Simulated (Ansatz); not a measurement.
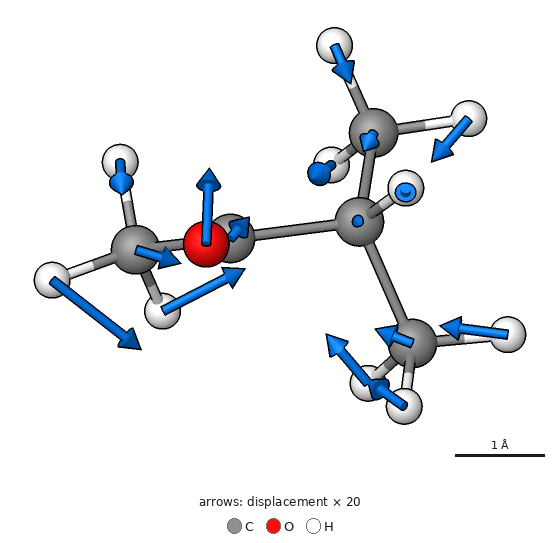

This is a relaxation of C₅H₁₀O. The starting structure is drawn; blue arrows show the displacements, magnified 20 times. The two geometries are superimposed by the best rigid fit.

Style: ball-and-stick. Shown at a tilt.

The start comes from PBE-D4/def2-SVP.

These are results of RKS PBE0-D4/def2-TZVP in Ansatz, not measurements.

Input file:
```yaml
crystal:
  periodic: [false, false, false]
  atoms:
    - {symbol: C, position_ang: [-0.655077, -1.196628, 1.344923]}
    - {symbol: C, position_ang: [0.628494, -0.479641, 0.957310]}
    - {symbol: O, position_ang: [1.680135, -0.696746, 1.538955]}
    - {symbol: C, position_ang: [0.569972, 0.512785, -0.215075]}
    - {symbol: C, position_ang: [0.671698, -0.263977, -1.541044]}
    - {symbol: C, position_ang: [-0.657791, 1.431835, -0.186685]}
    - {symbol: H, position_ang: [-1.343086, -0.486506, 1.851156]}
    - {symbol: H, position_ang: [-1.197593, -1.584954, 0.458164]}
    - {symbol: H, position_ang: [-0.418552, -2.021907, 2.040936]}
    - {symbol: H, position_ang: [1.492127, 1.121443, -0.102583]}
    - {symbol: H, position_ang: [1.578086, -0.901499, -1.565000]}
    - {symbol: H, position_ang: [-0.212632, -0.915818, -1.701981]}
    - {symbol: H, position_ang: [0.725282, 0.438766, -2.397669]}
    - {symbol: H, position_ang: [-1.600900, 0.866624, -0.337056]}
    - {symbol: H, position_ang: [-0.594529, 2.183423, -0.999842]}
    - {symbol: H, position_ang: [-0.738834, 1.983200, 0.772191]}
basis:
  gaussian: {orbitals: def2-TZVP}
hamiltonian: {xc: pbe0, dispersion: d4}
relax: {f_tol: 0.005, max_steps: 150}
```

Launched with:
```bash
ansatz run in.yaml --threads 2 --pin off --events-out ev --progress --plain --max-ram 32768MiB --backend cuda --devices 0, --max-vram 18GiB
```

### What happened in the run?

After 9 geometry steps the energy has fallen by 1.64 kcal/mol. The largest force component goes from 1.2 to 0.0019 eV/Å. The atom that moves furthest after the best rigid fit is H9 (0.067 Å). Largest moves by element: H 0.067 Å, O 0.050 Å, C 0.027 Å. Near-neighbour distances that change, for instance: C2–C4 1.537 → 1.519 Å, C1–H7 1.111 → 1.094 Å, C2–O3 1.221 → 1.207 Å, C1–C2 1.520 → 1.507 Å.
